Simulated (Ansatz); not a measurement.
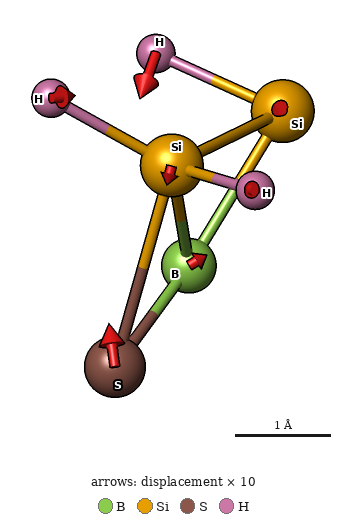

This is a relaxation of BSi2H3S. The starting structure is drawn; red arrows show the displacements, 10 times their true length. The two geometries are superimposed by the best rigid fit.

A ball-and-stick model, seen from a free direction.

It is one of the separated reactants of a reaction.

All numbers below come from RKS PBE0-D4/def2-TZVP in Ansatz 0.2.0. (force threshold 0.005 eV/Å; at most 200 steps)

### Describe the change and its energy.

The energy falls by 0.70 kcal/mol in 10 accepted moves (11 points after the start). The largest force component goes from 0.83 to 0.0034 eV/Å. The line search rejected the trial step at point 9 of the run. The atom that moves furthest after the best rigid fit is an H atom (0.060 Å). By element the largest moves are H 0.060 Å, S 0.048 Å, B 0.023 Å, Si 0.022 Å. Near-neighbour distances that change, for instance: S–Si 2.307 → 2.247 Å, B–Si 1.928 → 1.907 Å, H–Si 1.499 → 1.479 Å, H–Si 1.544 → 1.527 Å.
